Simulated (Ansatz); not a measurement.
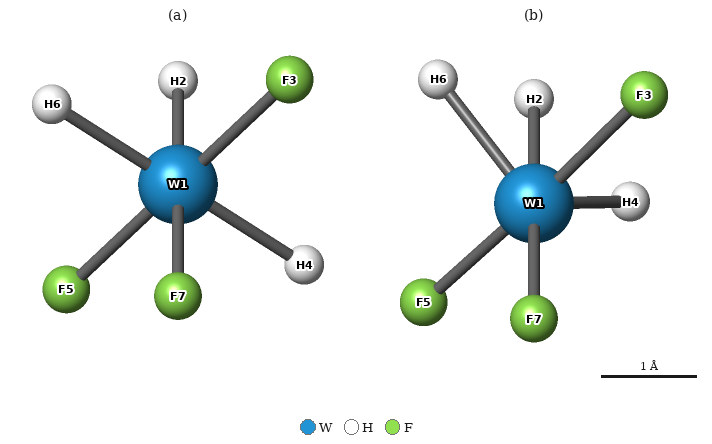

The structure of WH3F3 before (left) and after (right) a relaxation, at one scale.

A ball-and-stick model, seen from a free direction.

The run prepares the start of a later molecular dynamics calculation, from a guessed geometry.

All numbers below come from RKS PBE0-D4/def2-SVP in Ansatz 0.2.0. Set-up: no spin polarisation; force threshold 0.02 eV/Å; at most 40 steps.

Q: Describe what moved and what it gained.

A: The largest moves after the best rigid fit, 0.84 Å, are those of H4 and H6. Largest moves by element: H 0.84 Å, F 0.37 Å, W 0.31 Å. Among the contacts that change: W1–F7 1.850 → 1.910 Å, W1–H4 1.720 → 1.674 Å, W1–F3 1.850 → 1.830 Å, W1–H2 1.720 → 1.734 Å. Bond angles that change, for instance: H4–W1–H6 180.0° → 102.9°, H4–W1–F7 90.0° → 128.6°, H2–W1–H4 90.0° → 51.4°. Over 8 geometry steps the energy falls by 70.7 kcal/mol. The largest force component goes from 3.8 to 0.013 eV/Å. Cost: 23 s on 2 threads of Arm Neoverse V2, on a shared host, peak memory 0.17 GiB.
